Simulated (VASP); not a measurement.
Band structure of SiS₂ (space group Ibam). These are PBE GGA, VASP's PBE PAW potentials (set 64) (plane waves; VASP 6.6.1) values and carry that method's errors.

The path is coarsely sampled, so an indirect gap can come out somewhat too large.

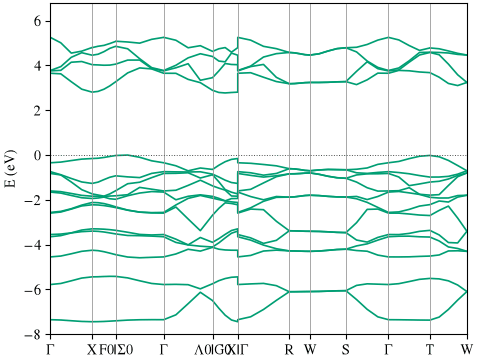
Figure: Bands along high-symmetry lines, zero at the valence-band maximum or, without a gap, the Fermi level

### Question
Read the plot: is there a gap, and where are the band edges?

### Answer
The gap is indirect, 2.77 eV, from the valence maximum at Σ0-Γ at 0.25 to the conduction minimum at G0-X at 0.50.

The structure comes from a computed database's SiS2 entry; how it stands against other phases isn't given here. The cell was not relaxed at this level.
